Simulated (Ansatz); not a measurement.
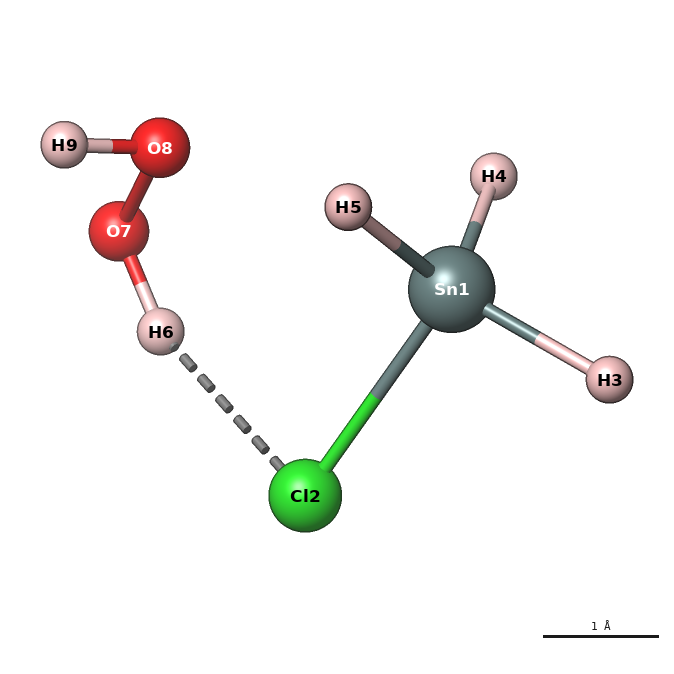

Broken lines mark hydrogen bonds. The computed structure is the end point of a PBE0-D4/def2-TZVP optimisation.

Give donor, acceptor, H···A distance and D–H···A angle of each hydrogen bond.

| D–H···A | D–H (Å) | H···A (Å) | angle (°) | kind |
| --- | --- | --- | --- | --- |
| O7–H6···Cl2 | 0.97 | 2.31 | 152 | intermolecular |
